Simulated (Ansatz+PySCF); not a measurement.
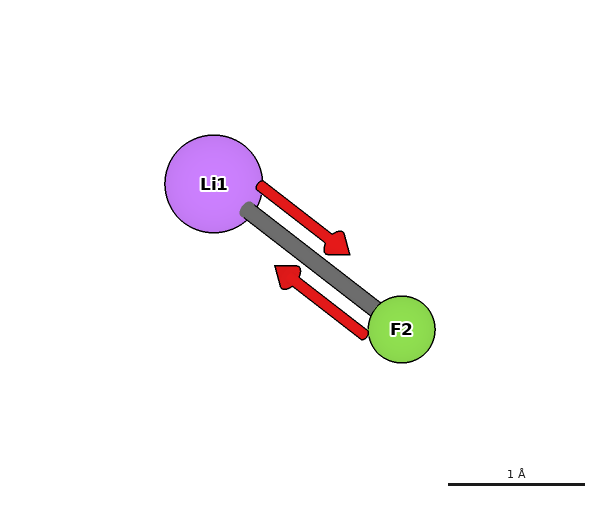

Source: calculation with Ansatz+PySCF.

Arrows show the forces on the atoms, 20 Å of arrow for 1 eV/Å; forces under a tenth of the largest aren't drawn. Charge +1, doublet. Level of theory: U-MP2 (1 frozen)/cc-pCVTZ on Li; cc-pVTZ on F (Ansatz).

### Which bond do the forces act along most?

Li1–F2, now 2.089 Å: the forces pull its atoms together, so a first step downhill shortens it.

List the force components in the frame of the picture (x right, y up, z towards the viewer), in eV/Å.

```
atom     Fx     Fy     Fz
 Li1   0.03  −0.03   0.03
  F2  −0.03   0.03  −0.03
```
